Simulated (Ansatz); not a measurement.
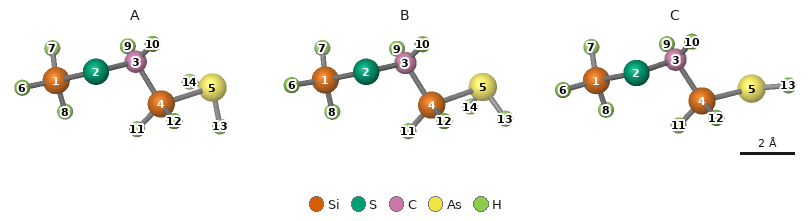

3 geometries from a converged minimum-energy path of CH$_{9}$AsSSi$_{2}$, shuffled. The picture is a ball-and-stick view, seen face on.

Method: Ansatz, RKS B3LYP-D4/def2-SVP. Settings: 7 movable images; climbing image; force threshold 0.05 eV/Å; iteration limit 36; starting path by image-dependent pair potential.

**One of them is the converged climbing image. Which?**

C. In order along the path, whose images run from 0 to 8: C (image 4, +126.7 kJ/mol), B (image 6, +5.6 kJ/mol), A (image 8, +2.3 kJ/mol). The motion is an umbrella inversion at As5. No bond forms or breaks between the ends. Among the angles between lasting bonds that change up to the highest image: Si4–As5–H14 91.9° → 125.1°, Si4–As5–H13 92.1° → 123.7°.

The run took 8.8 min on 2 threads of Intel(R) Xeon(R) Platinum 8375C CPU @ 2.90GHz (Ice Lake), with other jobs on the host, peak memory 0.46 GiB.
